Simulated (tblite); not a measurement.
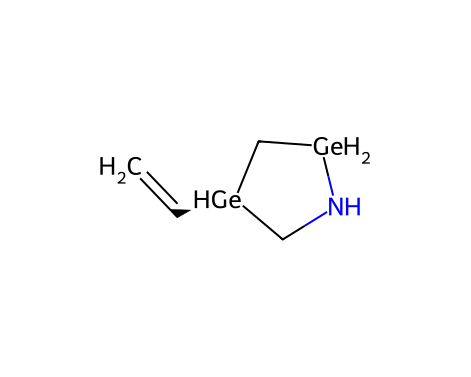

The picture comes from a calculation with tblite.

2D structure.

Q: Give its SMILES.

A: C=[CH][Ge@@H]1[CH2][NH][GeH2][CH2]1

Q: Give the formula, hydrogens included.

A: C4H11Ge2N.

Q: An optimisation with GFN2-xTB gave a structure of which point group?

A: C1.
